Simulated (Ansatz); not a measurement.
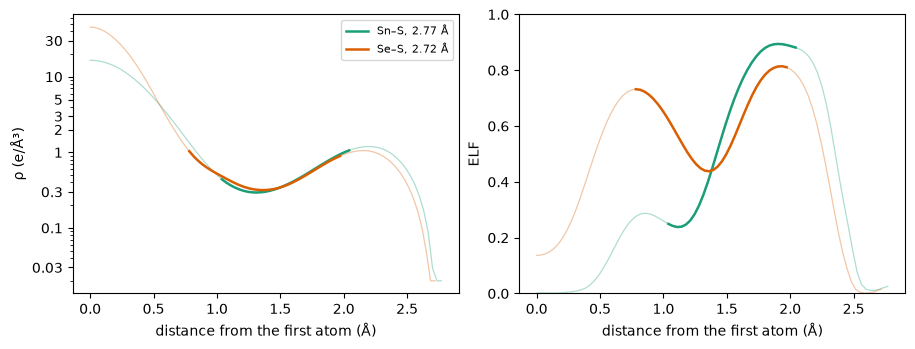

Sn$_{2}$SeS$_{3}$. Valence pseudo-density and ELF along straight lines between neighbouring atoms. Thin, pale parts lie inside the atomic spheres.

Space group P-4m2; a structure generated by program, which may or may not match a known phase.

The calculation used DFT PBE, scalar-relativistic, plane waves, PAW (Ansatz).

Core electrons are frozen (PAW), and the valence fields are smoothed inside the atomic spheres.

What can be read from the curves?

Sn–S (2.77 Å): ρ is about 0.3 e/Å³ halfway; the ELF peaks at about 0.90 in the valence shell of S, 0.9 Å from its nucleus, and drops to about 0.25 between the two atoms.
Se–S (2.72 Å): the density is about 0.32 e/Å³ at the midpoint; the ELF peaks at about 0.80 in the valence shell of S, 0.8 Å from its nucleus, and drops to about 0.45 between the two atoms.
